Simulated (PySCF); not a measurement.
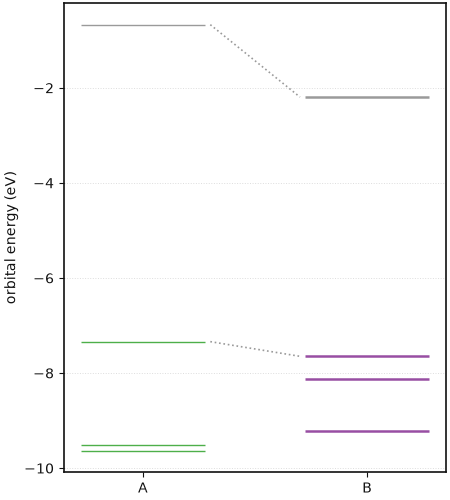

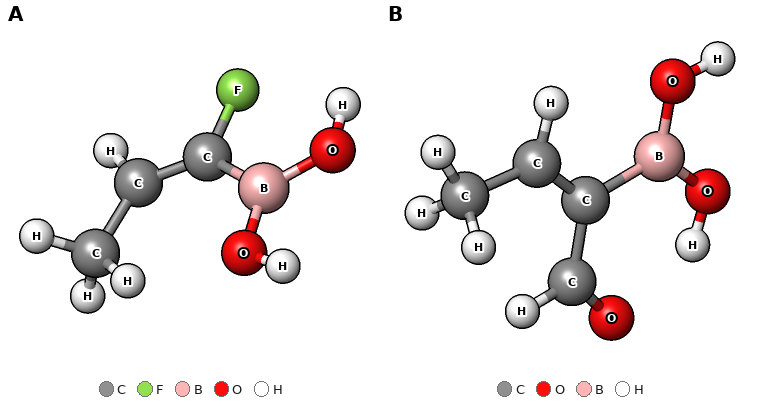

Related molecules: A is C₃H₆BFO₂, SMILES C/C=C(/F)B(O)O; B is C₄H₇BO₃, SMILES C/C=C(\C=O)B(O)O. Frontier orbital energies, PBE0/def2-SVPD, PySCF, at a GFN2-xTB geometry (no frequency check); drawn are at most three filled levels and, in grey, the LUMO with any level within 0.03 eV of it; dotted lines join the HOMOs and the LUMOs.

### What does the change do to the frontier levels?

From A to B the HOMO falls by 0.31 eV and the LUMO falls by 1.52 eV, so the separation goes from 6.67 to 5.45 eV.

Limits of at least one run: one conformer of a flexible molecule; the tight-binding geometry is rougher than a DFT one and adds to the error.
